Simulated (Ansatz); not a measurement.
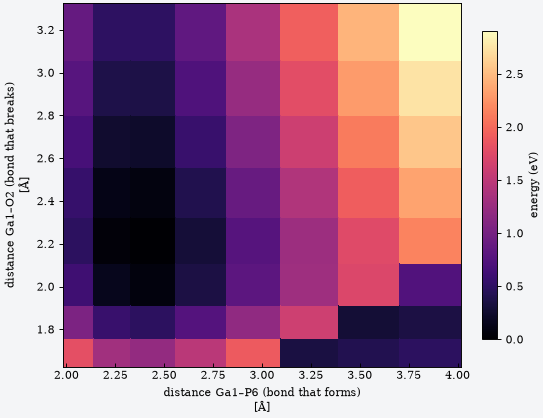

Energy landscape of the reacting system GaH6OP (fragments GaH₃O + H₃P where the first distance is long, GaH₄P + H₂O where the second is long). The first coordinate is: distance Ga1–P6 (bond that forms); the second: distance Ga1–O2 (bond that breaks). Relaxed at each point: all other coordinates. The grid has 8 × 8 points. Points are written as (first, second). Energies: eV, counted from the lowest grid point. Energies and slopes of some neighbouring points disagree (a jump in structure or state, or too coarse a mesh). The reference is spin-restricted, so regions where a bond is pulled apart into radicals lie too high. The calculation used Ansatz, RKS r2SCAN-D4/def2-SVP.

Drawn: one coloured cell a grid point. 

Question: Summarise what can be read from the map.

Answer: The lowest grid point is at (2.437 Å, 2.212 Å). Other grid points that lie below all their neighbours: (3.546 Å, 1.824 Å) (0.29 eV higher). The highest grid point, (3.861 Å, 3.192 Å), lies 2.91 eV above the lowest.

The input of one point:

```yaml
crystal:
  periodic: [false, false, false]
  atoms:
    - { symbol: Ga, position_ang: [-0.701338, 0.982147, -0.12232] }
    - { symbol: O, position_ang: [1.330846, 0.289619, -0.654843] }
    - { symbol: H, position_ang: [-1.24665, 1.038503, -1.588539] }
    - { symbol: H, position_ang: [-0.340491, 2.295432, 0.634242] }
    - { symbol: H, position_ang: [1.34625, -0.500576, -0.08278] }
    - { symbol: P, position_ang: [-1.159227, -1.022369, 1.185817] }
    - { symbol: H, position_ang: [1.354482, -0.061652, -1.558374] }
    - { symbol: H, position_ang: [0.063814, -1.037597, 1.940058] }
    - { symbol: H, position_ang: [-0.647785, -1.983308, 0.246739] }
basis:
  gaussian: { orbitals: def2-SVP }
hamiltonian:
  xc: r2scan
  dispersion: d4
output:
  forces: true
relax:
  f_tol: 0.02
  max_steps: 50
  escape_saddle: false
  constraints: [{ distance: [0, 5] }, { distance: [0, 1] }]
scf:
  lower_state_search: "off"
```

The whole map (64 points run) took 43 min on 1 thread of Arm Neoverse V1, on a shared host.
